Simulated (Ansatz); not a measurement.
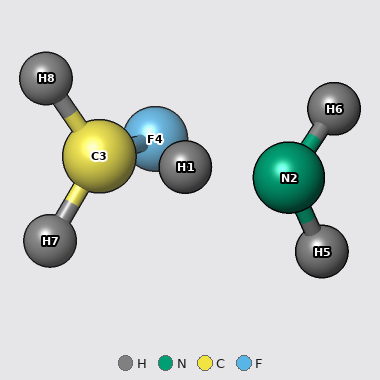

The system is the reacting system CH₅FN (fragments H₃N + CH₂F where the first distance is long, CH₃F + H₂N where the second is long), spin multiplicity 2; the picture shows the reference structure. Coordinates scanned: (1) distance H1–C3 (bond that forms); (2) distance H1–N2 (bond that breaks). Relaxed at each point: all other coordinates. The grid has 10 × 10 points. Points are written as (first, second). Energies: kcal/mol, counted from the lowest grid point. Energies and slopes of some neighbouring points disagree (a jump in structure or state, or too coarse a mesh). In part of the range the unrestricted reference is strongly spin-contaminated. Computed with UKS BHLYP-D4/def2-SVP in Ansatz.

Its coordinates:

| atom | x (Å) | y (Å) | z (Å) |
| --- | --- | --- | --- |
| H | -0.4001 | -0.2583 | 0.0277 |
| N | -0.5558 | -1.1678 | 0.9998 |
| C | 0.1087 | 0.7395 | -0.8027 |
| F | 1.2435 | 1.2149 | -0.2667 |
| H | 0.2972 | -1.7052 | 0.8417 |
| H | -0.3100 | -0.5738 | 1.7925 |
| H | 0.2899 | 0.2509 | -1.7615 |
| H | -0.6735 | 1.4999 | -0.8309 |

Range: distance H1–C3 (bond that forms) from 0.963 to 2.763 Å; distance H1–N2 (bond that breaks) from 0.918 to 2.718 Å.

What will the energy surface look like?

Answer. The lowest grid point is at (2.763 Å, 1.033 Å). It lies in a valley that leaves the map towards separated partners. Other grid points that lie below all their neighbours: (1.078 Å, 2.472 Å) (1.1 kcal/mol higher). The highest grid point, (0.963 Å, 0.918 Å), lies 120 kcal/mol above the lowest.

| second ↓, first → | 0.963 | 1.078 | 1.238 | 1.419 | 1.616 | 1.826 | 2.047 | 2.278 | 2.517 | 2.763 |
| --- | --- | --- | --- | --- | --- | --- | --- | --- | --- | --- |
| 2.718 | 10 | 1 | 8 | 25 | 48 | 70 | 87 | 97 | 102 | 102 |
| 2.472 | 10 | 1 | 8 | 26 | 48 | 69 | 85 | 93 | 98 | 101 |
| 2.233 | 10 | 2 | 8 | 26 | 48 | 68 | 83 | 91 | 96 | 98 |
| 2.002 | 13 | 4 | 9 | 26 | 47 | 66 | 79 | 86 | 90 | 92 |
| 1.781 | 16 | 6 | 11 | 26 | 45 | 60 | 70 | 76 | 79 | 81 |
| 1.571 | 23 | 11 | 13 | 25 | 39 | 49 | 55 | 58 | 59 | 59 |
| 1.374 | 35 | 20 | 16 | 22 | 28 | 32 | 33 | 34 | 34 | 34 |
| 1.193 | 54 | 32 | 21 | 17 | 15 | 14 | 13 | 12 | 11 | 11 |
| 1.033 | 83 | 53 | 31 | 17 | 9 | 5 | 2 | 1 | 0 | 0 |
| 0.918 | 120 | 82 | 50 | 30 | 18 | 12 | 8 | 7 | 6 | 6 |

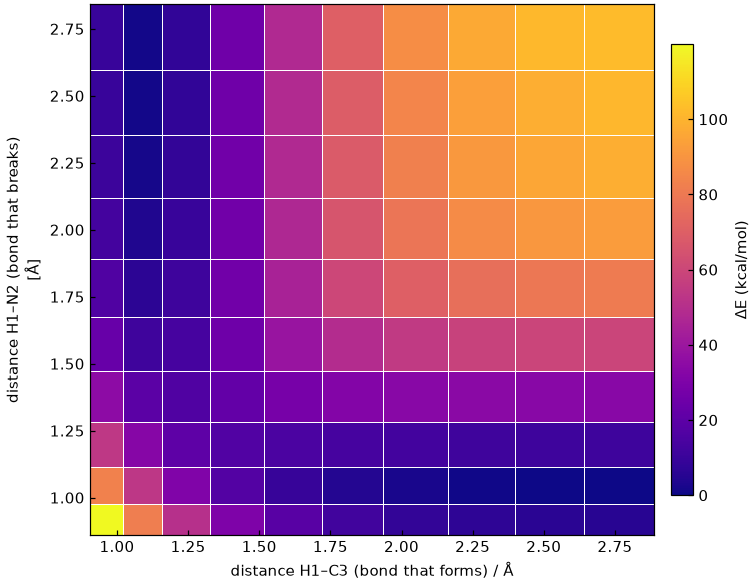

In the figure: one coloured cell a grid point.

Each point was launched as `ansatz run input.yaml --threads 1 --pin off --max-ram 2560MiB --backend cpu --events-out ev --progress --plain --runs-dir out`. The whole map (100 points run) took 19 min on 1 thread of AMD EPYC 9R45 96-Core Processor (Zen 5), on a shared host.
